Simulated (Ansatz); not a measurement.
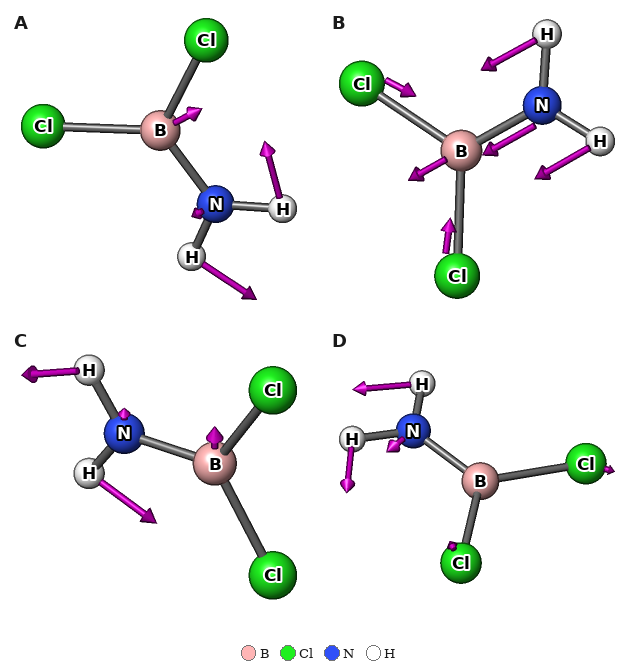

4 normal modes of one molecule or complex, as arrows. Harmonic vibrations computed with RKS PBE0-D4/def2-TZVP (Ansatz 0.2.0) at a stationary point of the same level.

**Match the panels to the wavenumbers 319 cm⁻¹, 563 cm⁻¹, 791 cm⁻¹, 1093 cm⁻¹.**

A: 1093 cm⁻¹
B: 563 cm⁻¹, in-phase stretching of 2 B–Cl bonds
C: 791 cm⁻¹
D: 319 cm⁻¹
